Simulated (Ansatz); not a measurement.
Fields on a plane of V4GaS8 (space group F-43m)

```xyz
13
Lattice="0.0000 4.7542 4.7542 4.7542 0.0000 4.7542 4.7542 4.7542 0.0000" Properties=species:S:1:pos:R:3 pbc="T T T"
V      3.7665     3.7665     5.7419
V      3.7665     5.7419     3.7665
V      5.7419     3.7665     3.7665
V      5.7419     5.7419     5.7419
Ga     0.0000     0.0000     0.0000
S      6.0625     6.0625     8.2002
S      6.0625     8.2002     6.0625
S      8.2002     6.0625     6.0625
S      8.2002     8.2002     8.2002
S      5.9952     5.9952     3.5132
S      5.9952     3.5132     5.9952
S      3.5132     5.9952     5.9952
S      3.5132     3.5132     3.5132
```

The slice is a {110} plane (indices of the conventional cell) through the point (0.862, 0.413, 0.862) (fractional), spanned by u = [100] and v = [1 -1 -1] in vectors of this cell: u (6.72 Å) and v (9.51 Å, at 90° to u). It covers one period; positions are fractions (u, v).

Atoms on it: V at (0.50, 0.24), 0.1 Å off the plane; S at (0.00, 0.00); S at (0.50, 0.01), 0.2 Å off the plane; S at (0.00, 0.51), 0.1 Å off the plane. Other atoms lie within 1 Å of the plane.

Calculation: PBEsol (plane waves to 420 eV, PAW, scalar-relativistic; Ansatz, a program for electronic structure). k mesh 7×7×7. Near the nuclei the fields are pseudised (PAW); where an atom keeps semicore shells as valence, they peak there. V4GaS8 is run without spin polarisation. V4GaS8 was relaxed with its symmetry unable to fall.

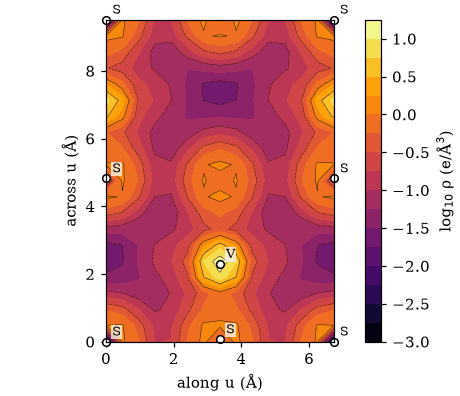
Fig. 1. Log₁₀ of the valence density in e/Å³, one period of the plane, atoms marked. The scale is logarithmic, as a density can span decades between atoms and voids; values under 0.001 e/Å³ are set to 0.001.

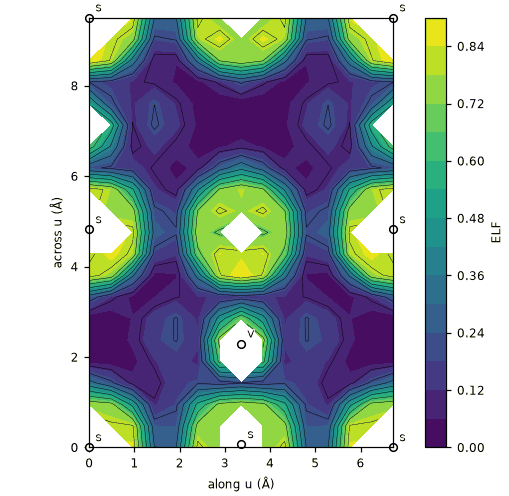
Figure. Electron localisation function (ELF), one period of the plane, atoms marked. Points within 0.5 Å of a nucleus are left white, as the pseudised field means little there.
